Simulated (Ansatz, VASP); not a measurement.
# Cross-check of NaGeBr3 between VASP and Ansatz

Aim: how closely do two programs agree when they are given the same cell, functional and k mesh? The cell is invented: As first built, before any earlier steps moved the atoms: it takes the TlGeBr3 structure with some of its atoms replaced by other elements, volume scaled by an estimate. It may not be a known or stable phase. The cell comes out of the VASP series on this material, whose earlier steps may have relaxed, scaled or displaced it; both programs get it as it stands.

Program: Ansatz 0.2.0. Level of theory: plane waves, with VASP 6.6.1 beside it; relaxation of cell and atoms at LDA. Results are calculated unless marked as measured.

### Step 1. Starting point

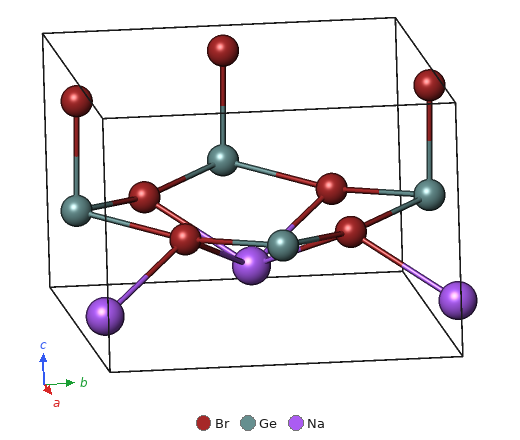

Start, viewed slightly off an axis; bromine red, germanium teal, sodium purple. This picture shows the conventional cell, with its axes. Some periodic images of atoms are drawn too.

As a file:

```xyz
5
Lattice="3.7378 -3.9078 0.0000 3.7378 3.9078 0.0000 -0.9183 0.0000 5.4838" Properties=species:S:1:pos:R:3 pbc="T T T"
Br    1.4595   -1.8328    2.3191
Br    3.3264    0.0000    5.0475
Br    1.4595    1.8328    2.3191
Ge    3.3167    0.0000    2.5740
Na    6.8671    0.0000    1.1070
```

### Step 2. VASP: relaxation of cell and atoms, LDA

The relaxed volume is the usual yardstick between codes: its relative difference is about their pressure difference at one cell divided by the bulk modulus.

Lines of VASP's logs that name or quote its potential files are left out, and so is its time.

INCAR reads:

```
SYSTEM = NaGeBr3
PREC = Accurate
ENCUT = 410
EDIFF = 1E-06
NELM = 100
ISMEAR = 0
SIGMA = 0.05
LREAL = .FALSE.
ALGO = Normal
GGA = CA
NBANDS = 27
LORBIT = 11
LWAVE = .FALSE.
LCHARG = .FALSE.
KPAR = 2
IBRION = 2
NSW = 60
ISIF = 3
EDIFFG = -0.01
```

POSCAR reads:

```
NaGeBr3
1.0
    3.7378004300     -3.9077506500      0.0000000000
    3.7378004300      3.9077506500      0.0000000000
   -0.9182885900      0.0000000000      5.4837516300
Br Ge Na
3 1 1
Direct
    0.4816872710      0.0126779440      0.4229094410
    0.5580296690      0.5580296690      0.9204421460
    0.0126779440      0.4816872710      0.4229094410
    0.5013286400      0.5013286400      0.4693783070
    0.9434004980      0.9434004980      0.2018712170
```

KPOINTS reads:

```
Automatic mesh
0
Gamma
5 5 5
0 0 0
```

Potentials, in the order of the species: Br, Ge_d and Na_pv (LDA family, release 64).

The run is started by

```bash
$ mpirun -np 2 vasp_std
```

Numbers of over 12 decimals in the logs are rounded to 6 here.

The log of the run:

```text
[banner, memory and clock lines left out]
running    2 mpi-ranks, on    1 nodes
 distrk:  each k-point on    1 cores,    2 groups
 distr:  one band on    1 cores,    1 groups

 POSCAR found type information on POSCAR BrGeNa
 POSCAR found :  3 types and       5 ions
 LDA part: xc-table for (Slater(with rela. corr.)+CA(PZ))
 , standard interpolation
 POSCAR, INCAR and KPOINTS ok, starting setup
 FFT: planning ... GRIDC
 FFT: planning ... GRID_SOFT
 FFT: planning ... GRID
 WAVECAR not read
 entering main loop
       N       E                     dE             d eps       ncg     rms          rms(c)
DAV:   1     0.365674809415E+03    0.36567E+03   -0.17651E+04  2458   0.182E+03
DAV:   2     0.351017831168E+02   -0.33057E+03   -0.32015E+03  2411   0.493E+02
DAV:   3    -0.154634291425E+02   -0.50565E+02   -0.50231E+02  2423   0.148E+02
DAV:   4    -0.177040637589E+02   -0.22406E+01   -0.22345E+01  2678   0.383E+01
DAV:   5    -0.177497915474E+02   -0.45728E-01   -0.45706E-01  2575   0.532E+00    0.623E+00
DAV:   6    -0.174246879598E+02    0.32510E+00   -0.54063E-01  2841   0.477E+00    0.378E+00
DAV:   7    -0.173846046007E+02    0.40083E-01   -0.21251E-01  2876   0.232E+00    0.118E+00
DAV:   8    -0.173835878897E+02    0.10167E-02   -0.26711E-02  2431   0.131E+00    0.149E-01
DAV:   9    -0.173840924002E+02   -0.50451E-03   -0.18070E-03  2433   0.406E-01    0.722E-02
DAV:  10    -0.173847611551E+02   -0.66875E-03   -0.53202E-04  2277   0.146E-01    0.453E-02
DAV:  11    -0.173849006531E+02   -0.13950E-03   -0.11568E-04  2417   0.900E-02    0.113E-02
DAV:  12    -0.173849082250E+02   -0.75719E-05   -0.15629E-05  2455   0.236E-02    0.545E-03
DAV:  13    -0.173849106318E+02   -0.24068E-05   -0.21451E-06  2015   0.845E-03    0.175E-03
DAV:  14    -0.173849106657E+02   -0.33871E-07   -0.21887E-07  1904   0.496E-03
   1 F= -.17384911E+02 E0= -.17384911E+02  d E =-.173849E+02
 curvature:   0.00 expect dE= 0.000E+00 dE for cont linesearch  0.000E+00
 trial: gam= 0.00000 g(F)=  0.444E-05 g(S)=  0.123E-04 ort = 0.000E+00 (trialstep = 0.100E+01)
 search vector abs. value=  0.168E-04
 reached required accuracy - stopping structural energy minimisation
```

Parts of OUTCAR (step 2):

```text
ion  position               nearest neighbor table
   1  0.482  0.013  0.423-   4 2.62   4 2.81
   2  0.558  0.558  0.920-   4 2.47
   3  0.013  0.482  0.423-   4 2.62   4 2.81
   4  0.501  0.501  0.469-   2 2.47   1 2.62   3 2.62   1 2.81   3 2.81
   5  0.943  0.943  0.202-

  LATTYP: Found a base centered monoclinic cell.
 ALAT       =     7.4756008600
 B/A-ratio  =     1.0454679759
 C/A-ratio  =     0.7437671896
 COS(beta)  =    -0.1651566506

 Subroutine GETGRP returns: Found  2 space group operations
 (whereof  2 operations were pure point group operations)

The static configuration has the point symmetry C_1h.

 Found     39 irreducible k-points:

   k-points           NKPTS =     39   k-points in BZ     NKDIM =     39   number of bands    NBANDS=     27

   dimension x,y,z NGX =    36 NGY =   36 NGZ =   40
   dimension x,y,z NGXF=    72 NGYF=   72 NGZF=   80

   ENCUT  =  410.0 eV  30.13 Ry    5.49 a.u.   8.93  8.93  9.18*2*pi/ulx,y,z

   NELECT =      42.0000    total number of electrons

 k-points in reciprocal lattice and weights: Automatic mesh
   0.00000000  0.00000000  0.00000000       0.008
   0.20000000 -0.00000000 -0.00000000       0.032
   0.40000000 -0.00000000  0.00000000       0.032
   0.20000000  0.20000000  0.00000000       0.016
   0.40000000  0.20000000 -0.00000000       0.032
  -0.40000000  0.20000000 -0.00000000       0.032
  -0.20000000  0.20000000  0.00000000       0.016
   0.40000000  0.40000000  0.00000000       0.016
  -0.40000000  0.40000000  0.00000000       0.016
[...]
-0.20000000 -0.40000000  0.40000000       0.032
  -0.20000000 -0.20000000  0.40000000       0.016

 average (electrostatic) potential at core
       1 -70.7036       2 -70.4731       3 -70.7036       4 -79.2676       5 -47.3704

 E-fermi :   0.9156

 k-point     1 :       0.0000    0.0000    0.0000
  band No.  band energies     occupation
    ...
     17      -1.5850      2.00000
     18      -1.5501      2.00000
     19      -1.4195      2.00000
     20      -1.0445      2.00000
     21      -0.8314      2.00000
     22       3.2848      0.00000
     23       5.3001      0.00000
     24       5.8081      0.00000
     25       5.8914      0.00000
     26       6.4800      0.00000
    ...

 k-point     2 :       0.2000   -0.0000   -0.0000
  band No.  band energies     occupation
    ...
     17      -1.7347      2.00000
     18      -1.5067      2.00000
     19      -1.4274      2.00000
     20      -1.1376      2.00000
     21      -0.8593      2.00000
     22       3.7133      0.00000
     23       5.1164      0.00000
     24       5.4706      0.00000
     25       6.0997      0.00000
     26       6.3570      0.00000
    ...

 k-point     3 :       0.4000   -0.0000    0.0000
  band No.  band energies     occupation
    ...
     17      -1.8838      2.00000
     18      -1.5619      2.00000
     19      -1.4388      2.00000
     20      -0.9566      2.00000
     21      -0.5037      2.00000
     22       3.3142      0.00000
     23       4.7098      0.00000
     24       5.4067      0.00000
     25       5.8859      0.00000
     26       6.2676      0.00000
    ...

  Total        0.0230535      0.0250238     -0.0105714      0.0000000      0.0000000      0.0018919
  in kB        0.2305669      0.2502722     -0.1057286      0.0000000      0.0000000      0.0189221
  external PRESSURE =       0.1250368 kB  Pullay stress =       0.0000000 kB

  energy-cutoff  :      410.00
  volume of cell :      160.20
      direct lattice vectors                 reciprocal lattice vectors
     3.737800430 -3.907750650  0.000000000     0.133768512 -0.127950846  0.022400376
     3.737800430  3.907750650  0.000000000     0.133768512  0.127950846  0.022400376
    -0.918288590  0.000000000  5.483751630     0.000000000  0.000000000  0.182356910

 POSITION                                       TOTAL-FORCE (eV/Angst)
 -----------------------------------------------------------------------------------
      1.45949     -1.83277      2.31913        -0.002674     -0.000565      0.000219
      3.32638      0.00000      5.04748         0.004282      0.000000      0.003611
      1.45949      1.83277      2.31913        -0.002674      0.000565      0.000219
      3.31671      0.00000      2.57395         0.002992      0.000000     -0.005539
      6.86711      0.00000      1.10701        -0.001925      0.000000      0.001490
 -----------------------------------------------------------------------------------
    total drift:                               -0.002047     -0.000000     -0.000687

  FREE ENERGIE OF THE ION-ELECTRON SYSTEM (eV)
  ---------------------------------------------------
  free  energy   TOTEN  =       -17.3849106657 eV

  energy  without entropy=      -17.3849106657  energy(sigma->0) =      -17.38491067

 reached required accuracy - stopping structural energy minimisation

 total charge
# of ion       s       p       d       tot
------------------------------------------
    1        1.618   3.232   0.018   4.867
    2        1.617   3.225   0.016   4.859
    3        1.618   3.232   0.018   4.867
    4        1.372   0.714  10.039  12.125
    5        0.039   5.970   0.000   6.009
--------------------------------------------------
tot          6.264  16.372  10.091  32.727

[... 3 further parts left out ...]
```

CONTCAR:

```
NaGeBr3
   1.00000000000000
     3.7378004300000001   -3.9077506500000001    0.0000000000000000
     3.7378004300000001    3.9077506500000001    0.0000000000000000
    -0.9182885900000000    0.0000000000000000    5.4837516300000004
  Br              Ge              Na
     3     1     1
Direct
     0.4816872709999984    0.0126779440000035    0.4229094410000016
     0.5580296689999997    0.5580296689999997    0.9204421459999992
     0.0126779440000035    0.4816872709999984    0.4229094410000016
     0.5013286399999970    0.5013286399999970    0.4693783069999995
     0.9434004980000026    0.9434004980000026    0.2018712169999972
```

### Step 3. Ansatz: relaxation of cell and atoms, LDA

Ansatz runs on its default PAW (the set named soft_2) files.

The same cell, functional (in two slightly different forms), mesh and smearing now go to Ansatz, which takes its cutoff from its data sets.

input.yaml reads:

```yaml
crystal:
  lattice:
    - [3.73780043, -3.90775065, 0.0]
    - [3.73780043, 3.90775065, 0.0]
    - [-0.91828859, 0.0, 5.48375163]
  atoms:
    - { symbol: Br, position: [0.481687271, 0.012677944, 0.422909441] }
    - { symbol: Br, position: [0.558029669, 0.558029669, 0.920442146] }
    - { symbol: Br, position: [0.012677944, 0.481687271, 0.422909441] }
    - { symbol: Ge, position: [0.50132864, 0.50132864, 0.469378307] }
    - { symbol: Na, position: [0.943400498, 0.943400498, 0.201871217] }
hamiltonian:
  xc: lda
  pseudopotentials: { kind: paw }
kpoints:
  mp_grid: { grid: [5, 5, 5] }
scf:
  occupations: { method: gaussian, width: 0.05 }
relax:
  f_tol: 0.01
  max_steps: 60
  cell: { stress_tol: 0.05 }
output:
  forces: true
  stress: true
```

The run is started by

```bash
$ ansatz run input.yaml --threads 4 --pin off --max-ram 9216MiB --backend cpu --events-out ev --progress --plain --runs-dir out
```

The log of the run:

```text
Engine: ansatz 0.2.0, aarch64-unknown-linux-gnu
Pseudopotentials: kind: paw
Pseudopotential: Br, paw, valence charge 7, recommended cutoff 420 eV (normal), Br.paw.azcp
Pseudopotential: Ge, paw, valence charge 14, recommended cutoff 420 eV (normal), Ge.paw.azcp
Pseudopotential: Na, paw, valence charge 9, recommended cutoff 420 eV (normal), Na.paw.azcp
Functional definition: SPW92
  exchange = slater_x
  correlation = pw_c
Crystal: 5 atoms, lattice volume = 160.196 Å³
Basis set: ecut = 420 eV, 3127 PW (Γ)
Bands: 27, of which v1, the nominal top of the filled ones, is band 22 counted from 1 (21 counted from 0)
Symmetry: 2 space group operations
Space group: Cm (ITA 8), of the structure as read, at distance tolerance 5.4e-5 Å
k-points: 39 of 125 (time reversal used)
Non-local potential: Br, projectors of the file, l = 0: 2, l = 1: 2, l = 2: 2
Non-local potential: Ge, projectors of the file, l = 0: 2, l = 1: 2, l = 2: 3, l = 3: 1
Non-local potential: Na, projectors of the file, l = 0: 3, l = 1: 2, l = 2: 1
PAW form: soft (Blöchl's): semilocal exchange-correlation on the pseudo side does not see the compensation charge
PAW frozen core: Br, regenerated for the run's functional, and the local potential with it (the file was generated under x = pbe(κ = 0.804, μ = 0.219515), c = pbe(β = 0.066725))
PAW frozen core: Ge, regenerated for the run's functional, and the local potential with it (the file was generated under x = pbe(κ = 0.804, μ = 0.219515), c = pbe(β = 0.066725))
PAW frozen core: Na, regenerated for the run's functional, and the local potential with it (the file was generated under x = pbe(κ = 0.804, μ = 0.219515), c = pbe(β = 0.066725))
PAW one-centre angular grid: Br, 110 points (default); XC on 64 Gauss nodes
PAW one-centre angular grid: Ge, 590 points (default); XC on 64 Gauss nodes
PAW one-centre angular grid: Na, 110 points (default); XC on 64 Gauss nodes
Initial density: superposition of atomic densities (neutral atoms: chi_scale 0, normalization atom), corrected by the library's trained network
Initial wavefunctions: pseudopotential atomic-orbital guess
Functional: x = slater, c = lda
SCF iter   1: F=—  HF=-13768.218351 eV  |F-HF|=—  |Δ(HF+E_count)|=         —  Δρ=4.30e-3  dr2=1.91e-2  ethr=1.77e-3  ⟨swp⟩=7.1  Hψ=5070  notcnv=0
preconditioner: auto → Resta (q_TF=auto, 2.200 Å⁻¹)  ε∞=3.2  [insulator: Δε(μ)=1.777 eV  Ē_g=10.062 eV  σ=0.050 eV  W_gap=1.00  n_scr=24 (ndim 8)  ℏωp=15.0 eV  f_vac=0.200  D(μ)=0.00/eV (n_scr^D=0)  ε∞_Penn≈3.2]
SCF iter   2: F=—  HF=-13768.209993 eV  |F-HF|=—  |Δ(HF+E_count)|=   8.36e-3  Δρ=1.97e-3  dr2=5.31e-3  ethr=4.33e-5  ⟨swp⟩=2.1  Hψ=1987  notcnv=0  defer=2
SCF iter   3: F=—  HF=-13768.209187 eV  |F-HF|=—  |Δ(HF+E_count)|=   8.06e-4  Δρ=4.98e-4  dr2=5.39e-4  ethr=1.21e-5  ⟨swp⟩=2.3  Hψ=1884  notcnv=0  defer=2
SCF iter   4: F=—  HF=-13768.209245 eV  |F-HF|=—  |Δ(HF+E_count)|=   5.79e-5  Δρ=1.25e-4  dr2=7.24e-5  ethr=1.23e-6  ⟨swp⟩=2.2  Hψ=1429  notcnv=0  defer=2
SCF iter   5: F=—  HF=-13768.209277 eV  |F-HF|=—  |Δ(HF+E_count)|=   3.18e-5  Δρ=6.17e-5  dr2=1.23e-5  ethr=1.65e-7  ⟨swp⟩=2.1  Hψ=1821  notcnv=0  defer=2
SCF iter   6: F=—  HF=-13768.209286 eV  |F-HF|=—  |Δ(HF+E_count)|=   8.84e-6  Δρ=2.67e-5  dr2=1.77e-6  ethr=2.80e-8  ⟨swp⟩=2.0  Hψ=1827  notcnv=0  defer=3
SCF iter   7: F=—  HF=-13768.209288 eV  |F-HF|=—  |Δ(HF+E_count)|=   2.01e-6  Δρ=6.96e-6  dr2=1.57e-7  ethr=4.03e-9  ⟨swp⟩=2.0  Hψ=1779  notcnv=0  defer=3
SCF iter   8: F=-13768.209288 eV  HF=-13768.209288 eV  |F-HF|=1.03e-8  |Δ(HF+E_count)|=   3.69e-7  Δρ=1.37e-6  dr2=5.32e-9  ethr=2.27e-10  ⟨swp⟩=4.8  Hψ=3599  notcnv=0
SCF 1 converged in 8 iterations: F = -13768.209288 eV  dr2 = 5.32e-9
  greatest PAW one-centre occupation: 0.999 electrons in one spin orbital (limit 2), on the Na atom at site 4 (counted from 0), in its partial waves of l = 0
relax step   1: F+E_penalty+E_count = -13768.20928793 eV  Δ(F+E_penalty+E_count) = +0.000e0 eV  max|allowed force component| = 1.678e-2 eV/Å  Δτ_max = 0.0000 Å  P = +0.083 GPa  Ω = 160.196 Å³  (8 SCF iters, dr2 threshold 1.00e-7 eV, accepted)
[...]
relax step   2: F+E_penalty+E_count = -13768.20956126 eV  Δ(F+E_penalty+E_count) = -2.733e-4 eV  max|allowed force component| = 1.454e-2 eV/Å  Δτ_max = 0.0110 Å  P = +0.000 GPa  Ω = 160.998 Å³  energy of the carried Pulay correction = -1.002e-4 eV  (6 SCF iters, dr2 threshold 2.33e-8 eV, accepted)
[...]
relax step   3: F+E_penalty+E_count = -13768.20965948 eV  Δ(F+E_penalty+E_count) = -9.822e-5 eV  max|allowed force component| = 5.071e-3 eV/Å  Δτ_max = 0.0050 Å  P = -0.022 GPa  Ω = 161.385 Å³  energy of the carried Pulay correction = -1.484e-4 eV  (5 SCF iters, dr2 threshold 1.32e-8 eV, accepted)
[...]
relax step   4: F+E_penalty+E_count = -13768.20974700 eV  Δ(F+E_penalty+E_count) = -8.752e-5 eV  max|allowed force component| = 9.375e-3 eV/Å  Δτ_max = 0.0088 Å  P = -0.013 GPa  Ω = 161.651 Å³  energy of the carried Pulay correction = -1.815e-4 eV  (6 SCF iters, dr2 threshold 7.71e-9 eV, accepted)
[...]
relax step   5: F+E_penalty+E_count = -13768.20977626 eV  Δ(F+E_penalty+E_count) = -2.926e-5 eV  max|allowed force component| = 1.354e-2 eV/Å  Δτ_max = 0.0134 Å  P = -0.032 GPa  Ω = 162.053 Å³  energy of the carried Pulay correction = -2.313e-4 eV  (8 SCF iters, accepted)
[...]
relax step   6: F+E_penalty+E_count = -13768.20985861 eV  Δ(F+E_penalty+E_count) = -8.235e-5 eV  max|allowed force component| = 9.598e-3 eV/Å  Δτ_max = 0.0057 Å  P = +0.009 GPa  Ω = 161.984 Å³  energy of the carried Pulay correction = -2.228e-4 eV  (6 SCF iters, dr2 threshold 1.15e-8 eV, accepted)
[...]
relax step   7: F+E_penalty+E_count = -13768.21007976 eV  Δ(F+E_penalty+E_count) = -2.212e-4 eV  max|allowed force component| = 9.555e-3 eV/Å  Δτ_max = 0.0000 Å  P = +0.009 GPa  Ω = 161.984 Å³  stress off target by 2.01e-2 GPa  SCF on the basis re-selected at this cell (its energy is not comparable with the rows above)  (6 SCF iters)
basis re-selected at this cell: Δ(F+E_penalty+E_count) = -2.212e-4 eV, ΔP = -0.000 GPa vs the last step (what re-selecting the basis moved, of the pressure what is left beyond the Pulay correction that the steps carried, after the strain that the cell walked since its last selection, with what the two solves' SCF thresholds leave and, on support functions, any second-order correction that the steps lacked; it is no m [...]
SCF converged after 6 iterations
Free energy (F): -13768.210080 eV
Harris-Foulkes:  -13768.210080 eV  (|F-HF|=0.00e0)
Internal energy: -13768.210080 eV  (E = F + TS)
E sigma→0 (E₀):  -13768.210080 eV
Fermi energy:    3.323121 eV
--- Per-component energies (eV) ---
  E_band       = -533.358235
  E_kinetic    = 632.940660
  E_local      = -5451.463421  (includes V_loc(G=0)·N_el)
  E_nonlocal   = 748.487693
  E_hartree    = 2174.113750
  E_xc         = -896.935663
  E_vxc        = -429.014925  (∫ρ·V_xc dr)
  E_paw        = -8662.159267  (= ΣΔE_a)
  E_vpaw       = -382.535986  (= ΣTr[D̂ρ^β])
  E_aug_tail   = 0.000280  (compensation charges beyond the density's cutoff)
  E_ewald      = -2315.862861
  E_core_change = 2.668750  (= ΣΔE_core)
  E_smearing   = -0.000000  (= −TS)
  E_closure    = 0.000000  (closes the sum)
  Σ components = -13768.210080   (vs F -13768.210080, Δ=0.00e0)
--- Forces (eV/Å), atoms counted from 1 ---
  atom   1  Br    -0.00338787    -0.00101538     0.00143868
  atom   2  Br     0.00178264    -0.00000000     0.00915898
  atom   3  Br    -0.00338787     0.00101538     0.00143868
  atom   4  Ge     0.00400418     0.00000000    -0.00955826
  atom   5  Na     0.00099417     0.00000000    -0.00249626
  max |Σ_I F_I| component: 1.82e-5 eV/Å
--- Stress (GPa, compression-positive) ---
       -0.000633      -0.000000      -0.004514
       -0.000000       0.008456       0.000000
       -0.004514       0.000000       0.019072
  P = ⅓ Tr σ = 0.0090 GPa (0.090 kbar)
--- Relaxed structure (6 steps of the walk, 6 accepted, 1 SCFs on fresh bases) ---
  F+E_penalty+E_count = -13768.21007976 eV   max|allowed force component| = 9.555e-3 eV/Å   (the final SCF, on the basis selected at the relaxed cell)
  cell:  # Å, volume = 161.9840 Å³
    - [3.749373, -3.920322, -0.031402]
    - [3.749373, 3.920322, -0.031402]
    - [-0.967201, 0.0, 5.518227]
  atoms:
    - { symbol: Br, position: [0.480882, 0.013030, 0.421620] }
    - { symbol: Br, position: [0.561074, 0.561074, 0.916498] }
    - { symbol: Br, position: [0.013030, 0.480882, 0.421620] }
    - { symbol: Ge, position: [0.500310, 0.500310, 0.469603] }
    - { symbol: Na, position: [0.941828, 0.941828, 0.208170] }
```

Elapsed: 21 s, on 4 threads of Arm Neoverse V2, shared host; peak memory 0.48 GiB; 81 s of CPU time.

### Step 4. Comparison

Known differences besides the PAW data sets themselves: the two LDA forms differ slightly; both relaxations stop at a tolerance, which leaves soft axes loose, and VASP keeps its plane-wave basis; the data sets hold 44 valence electrons in Ansatz (default PAW (the set named soft_2) files) and 42 in VASP; the cutoff is 420 eV in Ansatz and 410 eV in VASP; Ansatz makes its cores anew for this functional, VASP keeps those of its LDA data sets; Ansatz adds a Pulay correction to the stress that steers its cell, VASP none. Total energies have different zeros and are not compared.

Compared:

| quantity | Ansatz | VASP | difference |
| --- | --- | --- | --- |
| volume (Å³) | 161.98 | 160.20 | +1.12 % |
| edge a after relaxation, in the typed setting (Å) | 5.425 | 5.408 | +0.32 % |
| edge c after relaxation, in the typed setting (Å) | 5.602 | 5.560 | +0.76 % |

The walks stopped with 0.01 GPa left in Ansatz and 0.01 GPa in VASP; each walk ends within a tolerance, so the volume difference is uncertain by about these residues over the bulk modulus, most in soft cells.

### Step 5. What came out

```yaml
difference_in_volume_relaxation_of_cell_and_atoms_lda: 1.1 %
```

**Reading.** The difference in volume is 1.1 % (relaxation of cell and atoms, LDA), within the 1.2 % picked in this series as the mark of a large difference, as far as the stopping tolerances let one tell. How closely two codes agree says nothing of how well the functional describes the real material.

[Lines on the potential files, build, host, timing and source positions are cut from VASP's logs without a mark.]

[Logs are printed without paths, hosts, clocks, repeated set-up lines and the standing remarks that a program may print on its own settings, such as how far it seeks lower states.]

[Hosts, paths, dates, database ids (printed as entryN), source tags and the programs' standing remarks are cut or masked in the printed files.]
